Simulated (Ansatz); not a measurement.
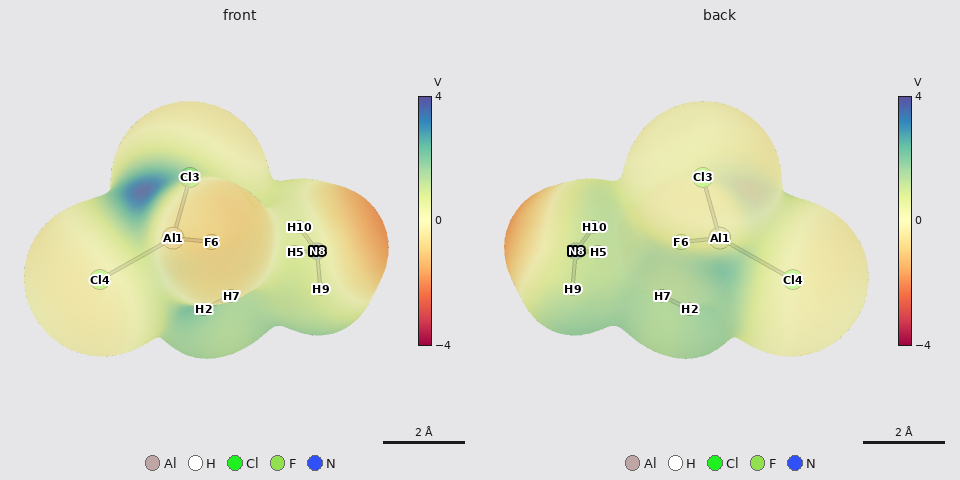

Figure 1: AlCl$_{2}$F···H$_{2}$···NH$_{3}$. The molecular electrostatic potential painted on the density surface at 0.002 e/bohr³, seen from the front and from behind; the colour scale runs from red (negative) to blue (positive).

These are results of RKS B3LYP-D4/def2-SVP (Ansatz 0.2.0), not measurements.

```xyz
10

Al   -0.7700    0.5787   -1.3017
H    -1.2482   -1.0830    0.0006
Cl    0.9614   -0.0903   -2.2645
Cl   -2.6668    0.2133   -2.0956
H     0.8145    0.7479    1.3316
F    -0.6005    1.7349   -0.1168
H    -0.6002   -0.8646    0.3608
N     1.4265   -0.0496    1.4932
H     0.9240   -0.7805    1.9919
H     1.7594   -0.4069    0.6004
```

**Which sites attract a positive test charge, and which a negative one?**

A positive charge is drawn to the negative regions and a negative charge to the positive ones. The most negative region (about −1.8 V, or −42 kcal/mol for a unit charge) lies over N8, the most positive (about +3.3 V, or +76 kcal/mol for a unit charge) over Al1. N8 is the likeliest acceptor of a hydrogen bond.
